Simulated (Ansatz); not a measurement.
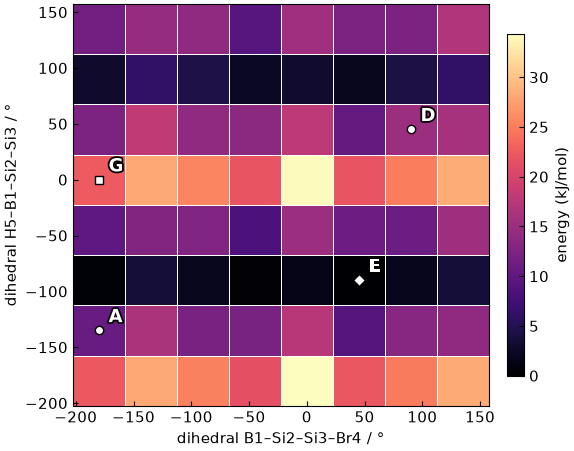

BBrH₆Si₂, SMILES B[SiH2][SiH2]Br. Coordinates scanned: (1) dihedral B1–Si2–Si3–Br4; (2) dihedral H5–B1–Si2–Si3. Nothing is relaxed (all other coordinates rigid). The scan uses an 8 × 8 grid. Points are written as (first, second). Energies are in kJ/mol, from the lowest grid point. Energies and slopes of some neighbouring points disagree (a jump in structure or state, or too coarse a mesh). Level of theory: RKS PBE-D4/def2-TZVP in Ansatz.

The picture shows one coloured cell a grid point, lettered points.

Is E the lowest point of the computed grid?

Answer. Yes. E, at (45°, −90°), has the lowest energy of the grid.

Rank the lettered points by energy, lowest first.

Answer. E (0.0 kJ/mol), A (10.6 kJ/mol), D (15.1 kJ/mol), G (22.3 kJ/mol).
